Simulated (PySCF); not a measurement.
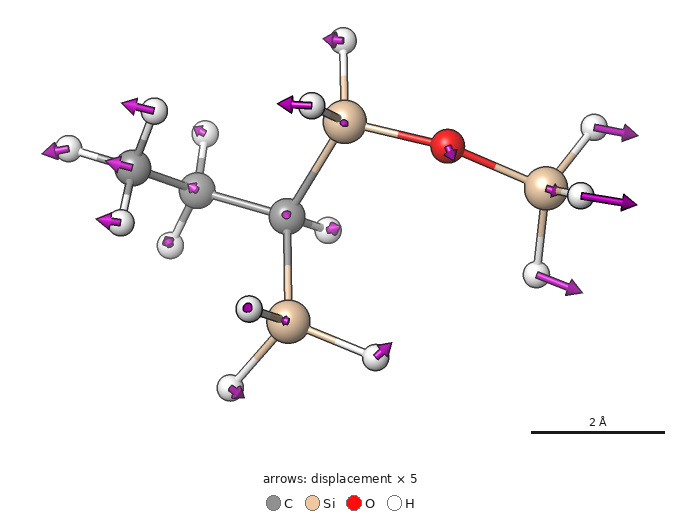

This is a relaxation of C$_{3}$H$_{14}$OSi$_{3}$. The starting structure is drawn; purple arrows show the displacements, magnified 5 times. The two geometries are superimposed by the best rigid fit.

Style: ball-and-stick. Shown face on.

The start comes from GFN2-xTB. Its atoms were then displaced at random by about 0.01 Å.

Computed with PBE0-D3(BJ)/def2-SVP geometry optimisation, gas phase in PySCF. 

**What did the optimiser do to the structure, and how much energy did it gain?**

The largest move after the best rigid fit is that of an H atom, 0.18 Å. Largest moves by element: H 0.18 Å, C 0.09 Å, Si 0.05 Å, O 0.05 Å. Near-neighbour distances that change, for instance: H–Si 1.435 → 1.494 Å, H–Si 1.456 → 1.497 Å, O–Si 1.619 → 1.653 Å, C–C 1.495 → 1.523 Å. Bond angles that change, for instance: H–Si–H 113.7° → 109.2°, O–Si–H 103.1° → 107.5°, O–Si–H 104.9° → 109.3°. After 4 geometry steps the energy has fallen by 0.297 eV.
